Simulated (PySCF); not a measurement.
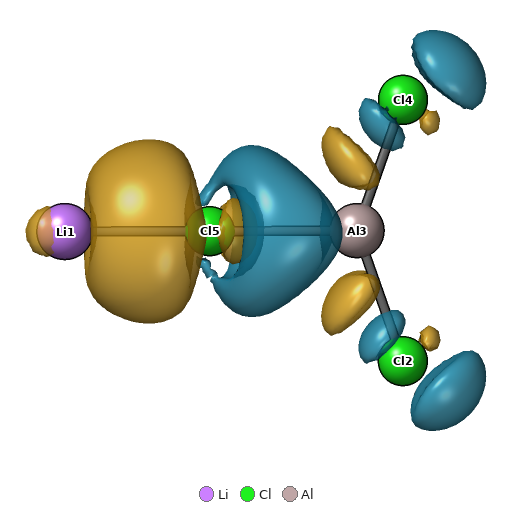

AlCl3Li, charge +1, SMILES `[Li+].Cl[Al](Cl)Cl`. Density of the complex less the densities of the two fragments at the same geometry, ±0.01 e/Å³ (yellow: gain, teal: loss). Fragment A: Li(+1) (atom 1); fragment B: AlCl3.

PySCF calculation, BP86/def2-SVPD, gas phase; geometry: GFN2-xTB. GFN2-xTB bond lengths at metals and heavier atoms can be off by up to 0.1 Å and shapes distorted, which carries into these values.

Input

```python
import numpy as np
from pyscf import gto, scf, dft
from pyscf.scf import atom_ks, atom_hf
from scipy.linalg import block_diag
from pyscf.dispersion import dftd3

def solve(mol, dm0=None, hcore=None):
    mf = (dft.UKS if mol.spin else dft.RKS)(mol, xc='bp86')
    mf.grids.level = 3
    mf = mf.density_fit(auxbasis='def2-universal-jkfit')
    mf.conv_tol, mf.max_cycle = 1e-8, 80
    if hcore is not None:
        mf.get_hcore = lambda *args: hcore
    mf.kernel(dm0)
    if not mf.converged:
        mf = mf.newton().run(mf.mo_coeff, mf.mo_occ, max_cycle=30)
    assert mf.converged, 'SCF not converged'
    return mf

mol = gto.M(atom='''
Li     3.83944    -0.01669     0.00000
Cl    -1.04972     1.89249     0.00000
Al    -0.39325     0.00103     0.00000
Cl    -1.06685    -1.88374     0.00000
Cl     1.73975    -0.00659     0.00000
''', basis='def2-svpd', charge=1, spin=0, verbose=4)
mol_a = gto.M(atom='''
Li     3.83944    -0.01669     0.00000
ghost-Cl    -1.04972     1.89249     0.00000
ghost-Al    -0.39325     0.00103     0.00000
ghost-Cl    -1.06685    -1.88374     0.00000
ghost-Cl     1.73975    -0.00659     0.00000
''', basis='def2-svpd', charge=1, spin=0, verbose=4)
mol_b = gto.M(atom='''
ghost-Li     3.83944    -0.01669     0.00000
Cl    -1.04972     1.89249     0.00000
Al    -0.39325     0.00103     0.00000
Cl    -1.06685    -1.88374     0.00000
Cl     1.73975    -0.00659     0.00000
''', basis='def2-svpd', charge=0, spin=0, verbose=4)
ab, a, b = solve(mol), solve(mol_a), solve(mol_b)
e_int = ab.e_tot - a.e_tot - b.e_tot
print('counterpoise-corrected interaction energy / kcal/mol', e_int * 627.5095)
def disp(atoms, charge):
    m = gto.M(atom=atoms, charge=charge, basis='sto-3g', spin=None, unit='Bohr', verbose=0)
    return dftd3.DFTD3Dispersion(m, xc='bp86', version='d3bj').get_dispersion()['energy']
e_disp = disp(mol._atom, mol.charge) - disp(mol._atom[:1], mol_a.charge) - disp(mol._atom[1:], mol_b.charge)
print('D3(BJ) part / kcal/mol', e_disp * 627.5095)
# spherically averaged free atoms, for the promolecule
atm = atom_ks.get_atm_nrks(mol, xc='bp86')
pro = block_diag(*[(atm[a[0]][2] * atm[a[0]][3]) @ atm[a[0]][2].T for a in mol._atom])
np.savez('result.npz', e_int=e_int, e_disp=e_disp, dm_a=a.make_rdm1(), dm_b=b.make_rdm1(), c=ab.mo_coeff, occ=ab.mo_occ, eps=ab.mo_energy, pro=pro, d=[f.dip_moment(verbose=0) for f in (ab, a, b)])
```

Command:

```sh
OMP_NUM_THREADS=1 python input.py
```

The run took 26 s on 1 thread of Arm Neoverse V1, on a shared host, peak memory 0.44 GiB.

Partitions, critical points and surface values were worked out afterwards from this run's density.

Question: Which way does charge flow?

Answer: Hirshfeld charges show 0.061 e passing from B to A. By Hirshfeld charges, electrons gather most on Cl5 (−0.117 e) and leave Al3 most (+0.060 e); 0.35 e is displaced in all.

Question: What is the interaction energy, and which contacts carry it?

Answer: The counterpoise-corrected interaction energy of the frozen fragments is −18.6 kcal/mol without dispersion correction and −20.2 kcal/mol with D3(BJ). D3 uses neutral-atom coefficients and tends to overbind metal cations. The pair geometry is semi-empirical, not a minimum at this level. Contacts: Li1···Cl5, 2.10 Å, ρ = 0.032 a.u. The pose is a local one from a semi-empirical search, not shown to be the most stable.
